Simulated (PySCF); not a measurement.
# C₂H₇BF₂Si₂: runs on many settings, part 2 of 2

PySCF 2.14.0. Atoms count from 0. Earlier steps stand in the parts before.

### 5 Indirect couplings: OPBE/def2-SVP

The job: settings as JSON, then the geometry in Å.

```
{"job": {"kind": "j", "xc": "OPBE", "basis": "def2-SVP"}, "charge": 0, "multiplicity": 1}
F      3.589565     0.488552    -0.271818
B      2.300592     0.779697    -0.233879
F      2.087018     2.075112    -0.387720
Si     0.863097    -0.542790     0.019053
C     -0.426871    -0.084327     1.378829
Si    -1.835187     0.104693     0.090024
C     -0.577412    -0.423095    -1.258429
H      1.341243    -1.929435     0.169088
H     -0.596991    -0.872223     2.106430
H     -0.205321     0.816777     1.945332
H     -2.954086    -0.821960     0.272605
H     -2.336222     1.472176    -0.056738
H     -0.433741     0.302662    -2.054824
H     -0.816360    -1.366310    -1.740119
```

Method: OPBE/def2-SVP indirect spin-spin coupling, non-relativistic, gas phase.

What it wrote:

```text
coarse grid: 13024 points
cycle   1  E = -883.1307731845  dE =  4.849e-01  |g| = 8.322e-01  |ddm| = 3.947e+00
cycle   2  E = -882.7377555399  dE =  3.930e-01  |g| = 1.545e+00  |ddm| = 2.287e+00
cycle   3  E = -883.2789220907  dE = -5.412e-01  |g| = 9.693e-02  |ddm| = 1.596e+00
cycle   4  E = -883.2817195838  dE = -2.797e-03  |g| = 4.445e-02  |ddm| = 2.062e-01
cycle   5  E = -883.2821164406  dE = -3.969e-04  |g| = 2.143e-02  |ddm| = 6.612e-02
cycle   6  E = -883.2821959060  dE = -7.947e-05  |g| = 4.241e-03  |ddm| = 2.031e-02
cycle   7  E = -883.2822011606  dE = -5.255e-06  |g| = 8.987e-04  |ddm| = 6.808e-03
final grid: 118288 points
cycle   8  E = -883.4108778628  dE = -6.534e-05  |g| = 2.256e-02  |ddm| = 5.413e-02
cycle   9  E = -883.4107294087  dE =  1.485e-04  |g| = 3.691e-02  |ddm| = 5.614e-02
cycle  10  E = -883.4109646014  dE = -2.352e-04  |g| = 2.926e-03  |ddm| = 3.255e-02
cycle  11  E = -883.4109670426  dE = -2.441e-06  |g| = 4.358e-04  |ddm| = 4.413e-03
cycle  12  E = -883.4109670883  dE = -4.566e-08  |g| = 1.890e-04  |ddm| = 7.006e-04
cycle  13  E = -883.4109670945  dE = -6.246e-09  |g| = 5.697e-05  |ddm| = 2.072e-04
cycle  14  E = -883.4109670953  dE = -8.249e-10  |g| = 7.649e-06  |ddm| = 7.559e-05
converged SCF energy = -883.4109670953

Indirect spin-spin couplings (Hz)
  i      j    bonds     total        FC       PSO       DSO        SD
  0 F    1 B    1   -208.333  -159.689   -48.677     1.052    -1.019
  0 F    2 F    2     -5.308   299.396  -306.915    -0.717     2.928
  0 F    3 Si   2    -78.986   -74.310    -1.996     0.013    -2.694
  0 F    4 C    3      6.328     7.197    -0.402    -0.158    -0.309
  0 F    5 Si   4     -1.947    -1.284    -0.647     0.158    -0.173
  0 F    6 C    3      6.324     7.193    -0.401    -0.158    -0.310
  0 F    7 H    3     -5.293    -5.207    -0.096    -0.007     0.018
  0 F    8 H    4      0.847     1.387     0.447    -0.733    -0.254
  0 F    9 H    4      0.410     0.415     0.321    -0.412     0.086
  0 F   10 H    5      0.889     1.238     0.444    -0.868     0.076
  0 F   11 H    5      0.778     1.080     0.388    -0.680    -0.009
  0 F   12 H    4      0.430     0.432     0.321    -0.410     0.087
  0 F   13 H    4      0.856     1.396     0.447    -0.732    -0.255
  1 B    2 F    1   -199.029  -151.277   -47.820     1.078    -1.010
  1 B    3 Si   1   -190.054  -189.609     0.487    -0.210    -0.721
  1 B    4 C    2      0.919     1.057    -0.113     0.044    -0.069
  1 B    5 Si   3     -2.625    -2.594    -0.029     0.011    -0.013
  1 B    6 C    2      0.980     1.117    -0.113     0.044    -0.069
  1 B    7 H    2      7.682     7.809    -0.139    -0.029     0.041
  1 B    8 H    3      2.379     2.538     0.067    -0.186    -0.040
  1 B    9 H    3      3.571     3.422    -0.179     0.309     0.019
  1 B   10 H    4      0.807     1.022     0.069    -0.292     0.008
  1 B   11 H    4      0.875     0.935    -0.021    -0.034    -0.005
  1 B   12 H    3      3.606     3.456    -0.179     0.310     0.019
  1 B   13 H    3      2.409     2.568     0.067    -0.186    -0.040
  2 F    3 Si   2    -81.096   -77.331    -1.423     0.004    -2.345
  2 F    4 C    3     -1.186    -0.888    -0.148     0.026    -0.176
  2 F    5 Si   4     -1.127    -0.945    -0.102     0.019    -0.099
  2 F    6 C    3     -1.256    -0.956    -0.148     0.026    -0.178
  2 F    7 H    3     25.813    26.434     0.647    -1.469     0.202
  2 F    8 H    4     -0.592    -0.229     0.656    -0.868    -0.150
  2 F    9 H    4      0.220    -0.052    -0.367     0.606     0.033
  2 F   10 H    5     -0.495     0.099     0.274    -0.875     0.006
  2 F   12 H    4      0.194    -0.080    -0.366     0.607     0.033
  2 F   13 H    4     -0.614    -0.251     0.657    -0.869    -0.150
  3 Si   4 C    1    -38.892   -37.405    -0.075    -0.113    -1.299
  3 Si   5 Si   2    -11.322   -11.045    -0.373     0.011     0.084
  3 Si   6 C    1    -38.887   -37.401    -0.073    -0.113    -1.300
  3 Si   7 H    1   -178.869  -178.951     0.673    -0.354    -0.237
  3 Si   8 H    2      6.199     6.452    -0.131     0.063    -0.185
  3 Si   9 H    2      5.571     5.868    -0.154     0.062    -0.204
  3 Si  10 H    3     -1.901    -2.247     0.078     0.220     0.048
  3 Si  11 H    3     -1.123    -1.424     0.055     0.197     0.048
  3 Si  12 H    2      5.560     5.857    -0.154     0.062    -0.205
  3 Si  13 H    2      6.197     6.449    -0.131     0.063    -0.185
  4 C    5 Si   1    -42.829   -41.504     0.015    -0.099    -1.241
  4 C    6 C    2      9.146     9.016     0.095     0.034         -
  4 C    7 H    2     -0.819    -0.796     0.125    -0.147         -
  4 C    8 H    1    148.040   145.962     1.200     0.878         -
  4 C    9 H    1    146.921   144.822     1.207     0.892         -
  4 C   10 H    2      0.186     0.282     0.126    -0.222         -
  4 C   11 H    2      0.048     0.141     0.117    -0.211         -
  4 C   12 H    3      4.626     4.767     0.146    -0.287         -
  4 C   13 H    3      2.403     2.516     0.145    -0.258         -
  5 Si   6 C    1    -42.865   -41.543     0.017    -0.099    -1.240
  5 Si   7 H    3     -2.040    -2.357     0.068     0.207     0.042
  5 Si   8 H    2      6.618     6.912    -0.187     0.105    -0.212
  5 Si   9 H    2      6.637     6.946    -0.180     0.100    -0.229
  5 Si  10 H    1   -182.591  -182.829     0.798    -0.257    -0.303
  5 Si  11 H    1   -183.537  -183.761     0.791    -0.263    -0.304
  5 Si  12 H    2      6.629     6.938    -0.180     0.101    -0.230
  5 Si  13 H    2      6.606     6.900    -0.186     0.105    -0.212
  6 C    7 H    2     -0.846    -0.824     0.124    -0.146         -
  6 C    8 H    3      2.413     2.526     0.145    -0.258         -
  6 C    9 H    3      4.604     4.745     0.146    -0.287         -
  6 C   10 H    2      0.196     0.293     0.125    -0.221         -
  6 C   11 H    2      0.064     0.158     0.117    -0.212         -
  6 C   12 H    1    146.853   144.753     1.208     0.892         -
  6 C   13 H    1    148.004   145.924     1.201     0.879         -
  7 H    8 H    3      4.732     4.508    -0.072     0.295         -
  7 H    9 H    3      1.638     2.567     0.743    -1.672         -
  7 H   10 H    4      0.405     0.837     0.216    -0.648         -
  7 H   11 H    4     -0.718     0.434     0.517    -1.669         -
  7 H   12 H    3      1.635     2.564     0.743    -1.671         -
  7 H   13 H    3      4.735     4.509    -0.073     0.298         -
  8 H    9 H    2    -16.046   -16.322     2.165    -1.889         -
  8 H   10 H    3      4.131     4.040     0.023     0.068         -
  8 H   11 H    3      1.573     2.635     0.788    -1.850         -
  8 H   12 H    4     -2.067    -1.215     1.037    -1.888         -
  8 H   13 H    4      1.398     1.787     0.518    -0.908         -
  9 H   10 H    3      1.057     2.045     0.744    -1.732         -
  9 H   11 H    3      4.063     3.956    -0.001     0.107         -
  9 H   12 H    4      1.811     2.302     0.614    -1.106         -
  9 H   13 H    4     -2.070    -1.219     1.036    -1.888         -
 10 H   11 H    2      1.540     3.058     0.513    -2.032         -
 10 H   12 H    3      1.060     2.048     0.744    -1.732         -
 10 H   13 H    3      4.128     4.036     0.023     0.068         -
 11 H   12 H    3      4.078     3.973    -0.001     0.106         -
 11 H   13 H    3      1.580     2.642     0.789    -1.851         -
 12 H   13 H    2    -16.065   -16.341     2.166    -1.889         -
```

Wall time 70 s (1 thread of Intel Xeon at 2.50GHz, shared host); peak memory 0.51 GiB.

The basis is not made for couplings: without tight functions at the nuclei these values are rough.

A choice of the couplings up to four bonds, sorted by the number of bonds, with means over like pairs; isotopes 11B, 13C, 19F, 1H, 29Si:

```
   pair  bonds  J (Hz)  Fermi contact (Hz)  dihedral (°)
  F0–B1      1  -203.7              -155.5             –
 B1–Si3      1  -190.1              -189.6             –
Si5–H11      1  -183.5              -183.8             –
Si5–H10      1  -182.6              -182.8             –
 Si3–H7      1  -178.9              -179.0             –
  C4–H8      1   148.0               145.9             –
  C4–H9      1   146.9               144.8             –
 C4–Si5      1   -42.8               -41.5             –
 Si3–C4      1   -38.9               -37.4             –
 F0–Si3      2   -80.0               -75.8             –
  H8–H9      2   -16.1               -16.3             –
Si3–Si5      2   -11.3               -11.0             –
  C4–C6      2     9.1                 9.0             –
  B1–H7      2     7.7                 7.8             –
 Si5–H9      2     6.6                 6.9             –
 Si5–H8      2     6.6                 6.9             –
 Si3–H8      2     6.2                 6.5             –
 Si3–H9      2     5.6                 5.9             –
  F0–H7      3    10.3                10.6             –
  H7–H8      3     4.7                 4.5             3
 C4–H12      3     4.6                 4.8             –
 H8–H10      3     4.1                 4.0             1
 H9–H11      3     4.1                 4.0             6
  B1–H9      3     3.6                 3.4            -5
 B1–Si5      3    -2.6                -2.6             –
  F0–C4      3     2.6                 3.1             –
 C4–H13      3     2.4                 2.5             –
 H8–H12      4    -2.1                -1.2             –
 H9–H12      4     1.8                 2.3             –
 F0–Si5      4    -1.5                -1.1             –
 H8–H13      4     1.4                 1.8             –
```

The spin-dipole term was solved for some atoms only; pairs without it lack that part.

Quadrupole couplings from the field gradients of the same density:

```
atom  isotope  eQq/h (MHz)     η
  B1      11B        2.831  0.67
```

Joined with the shifts from before (PBE0/pcSseg-1, scaled to CDCl3 for protons on carbon, raw for the others), the couplings predict the line list below for 400 MHz. Couplings to quadrupolar nuclei are left out.

1H NMR δ 5.12 (tq, J = 4.1, 1.6 Hz, 1H), 5.10 (tq, J = 4.1, 1.2 Hz, 1H), 4.91 (m, 1H), 0.68 (m, 2H), 0.52 (m, 2H).

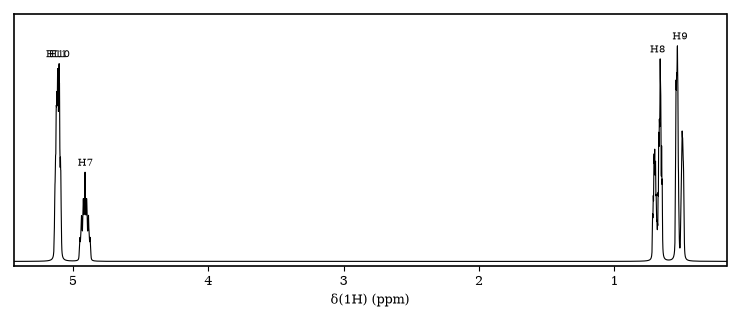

Simulated proton spectrum at 400 MHz, by exact diagonalisation of each spin system; lines 1.2 Hz wide, exchangeable protons uncoupled.

### 6 TDDFT and polarisability: PW91/def2-SVPD

Settings changed since step 5:

```diff
@@ -1,2 +1,2 @@
-{"job": {"kind": "j", "xc": "OPBE", "basis": "def2-SVP"}, "charge": 0, "multiplicity": 1}
+{"job": {"kind": "uv", "xc": "PW91", "basis": "def2-SVPD", "nstates": 12, "ntriplets": 0, "tda": false, "scf": {"conv": 1e-06, "aux": "def2-universal-jkfit"}}, "charge": 0, "multiplicity": 1}
 F      3.589565     0.488552    -0.271818
```

Method: TDDFT PW91/def2-SVPD, vertical, gas phase, core orbitals frozen in the response.

What it wrote:

```text
final grid: 118288 points
cycle   1  E = -883.3575980791  dE =  5.317e-01  |g| = 8.510e-01  |ddm| = 5.085e+00
cycle   2  E = -882.8156113392  dE =  5.420e-01  |g| = 1.700e+00  |ddm| = 2.607e+00
cycle   3  E = -883.5191351013  dE = -7.035e-01  |g| = 1.163e-01  |ddm| = 1.871e+00
cycle   4  E = -883.5231927952  dE = -4.058e-03  |g| = 5.764e-02  |ddm| = 3.480e-01
cycle   5  E = -883.5238893656  dE = -6.966e-04  |g| = 2.882e-02  |ddm| = 8.946e-02
cycle   6  E = -883.5240273186  dE = -1.380e-04  |g| = 6.020e-03  |ddm| = 2.883e-02
cycle   7  E = -883.5240372278  dE = -9.909e-06  |g| = 1.292e-03  |ddm| = 1.131e-02
cycle   8  E = -883.5240376127  dE = -3.850e-07  |g| = 5.831e-04  |ddm| = 2.265e-03
converged SCF energy = -883.5240376127

Static polarisability (au): isotropic 92.696, principal 81.707 82.297 114.085

Singlet excitations
state   eV       nm        f      main configurations
  1   4.4149    280.8   0.00663   H->L 0.98
  2   4.8535    255.5   0.00107   H-1->L 0.96
  3   5.4875    225.9   0.16964   H-2->L 0.93
  4   5.5078    225.1   0.00187   H-3->L 0.91
  5   6.0114    206.2   0.00126   H-4->L 0.91
  6   6.1875    200.4   0.00089   H->L+1 0.98
  7   6.4661    191.7   0.00430   H->L+2 0.91
  8   6.4686    191.7   0.01859   H->L+3 0.96
  9   6.6188    187.3   0.01979   H-1->L+1 0.95
 10   6.8091    182.1   0.00372   H->L+4 0.98
 11   6.9253    179.0   0.00055   H-1->L+3 0.91
 12   6.9575    178.2   0.00502   H-1->L+2 0.96
```

It took 86 s on 1 thread of Intel Xeon at 2.50GHz, shared host; peak memory 0.68 GiB.

In short: HOMO -6.78 eV, LUMO -2.52 eV; lowest singlet 4.41 eV.

### 7 Comparing the runs: NMR shifts

Shifts (ppm) of some atoms, chosen among heavy atoms and hydrogens apart, means over like atoms, with basis size and wall time:

```
             run    C4   H10    H7    H9     F0    Si5    Si3  functions     time
   PBE0/pcSseg-1  -7.9  5.10  4.91  0.44  -30.5  -22.9  -44.1        168     61 s
KT2/ANO-RCC-VDZP  -3.5  5.54  5.41  0.91  -72.2  -28.2  -45.8        141  3.9 min
```

### 8 Run by run: electronic excitations

Excitations and ground-state properties, with basis size and wall time:

```
           run  lowest singlet (eV)  brightest (eV)      f  gap (eV)  α (Å³)  μ (D)  functions  time
PBE0/def2-SVPD                 5.09            6.23  0.221      6.34   13.13   1.42        210  75 s
PW91/def2-SVPD                 4.41            5.49  0.170      4.27   13.74   1.36        210  86 s
```

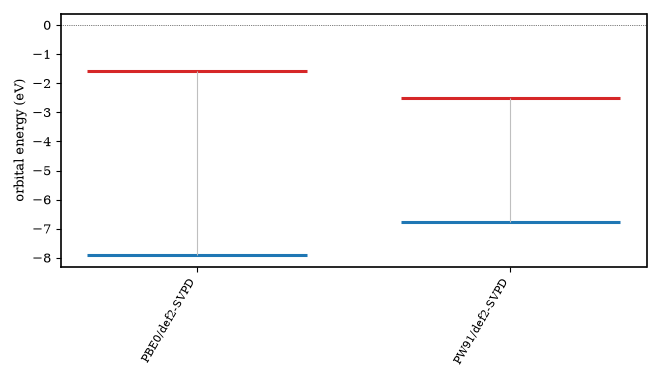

HOMO (blue) and LUMO (red) run by run.

### 9 Summary of results

This closing draws on all 2 parts.

| quantity | value |
| --- | --- |
| 13C shifts against TMS (PBE0/pcSseg-1, means over atoms taken as alike) | -7.9 ppm |
| 1H shifts against TMS (PBE0/pcSseg-1, means over atoms taken as alike) | 5.12, 5.10, 4.91, 0.61, 0.44 ppm |
| 19F shifts against CFCl3 (PBE0/pcSseg-1, means over atoms taken as alike) | -30.5 ppm |
| 11B shifts against BF3·OEt2 (PBE0/pcSseg-1) | 29.2 ppm |
| 29Si shifts against TMS (PBE0/pcSseg-1) | -22.9, -44.1 ppm |
| lowest singlet (PBE0/def2-SVPD) | 5.09 eV (244 nm), f = 0.009 |
| brightest single state of those computed | state 3, 6.23 eV, f = 0.221 |
| lowest triplet | 4.50 eV |
| largest coupling of the table (OPBE/def2-SVP) | 1J(F,B) F0–B1, -203.7 Hz |
| range of the shift of F0 | -72.2 to -30.5 ppm |
| range of the lowest singlet | 4.41 to 5.09 eV |

Single values in the summary come from the first run of each kind that ended normally (PBE0/pcSseg-1; PBE0/def2-SVPD; OPBE/def2-SVP), which need not be the best level. At PBE0/pcSseg-1: The widest tensor belongs to F0, F2: span 362 ppm, with a paramagnetic part of -266 ppm. The first singlet state (HOMO→LUMO 0.99) lies at 5.09 eV and is weak; of the 6 states computed, the strongest absorption comes from state 3 at 6.23 eV. The lowest triplet lies 0.59 eV below the lowest singlet (triplets in Tamm-Dancoff, singlets in full TDDFT). Of the pairs tabulated at OPBE/def2-SVP, F0–B1 (mean over like pairs) couples most strongly (-203.7 Hz; Fermi contact -155.5 Hz). Couplings across rotatable bonds belong to this one conformer; where others are populated, the observed values are averages. Density functionals describe couplings to fluorine poorly, F–F couplings above all, so those rows are rough. Among the atoms with a shift in every run: Across the 2 runs the shift of F0 (with its like atoms) moves most, between -72.2 (KT2/ANO-RCC-VDZP) and -30.5 ppm (PBE0/pcSseg-1). Most of that comes from the computed reference, not from the atom's own shielding. The lowest singlet runs from 4.41 eV (PW91/def2-SVPD) to 5.09 eV (PBE0/def2-SVPD), while the orbital gap spans 4.27 to 6.34 eV: the excitation energy moves far less from run to run than the orbital gap does. The lowest state need not be the same one in every run. The runs solved for a few states only, so the brightest column depends on that window. Couplings from bases without tight functions are rough.
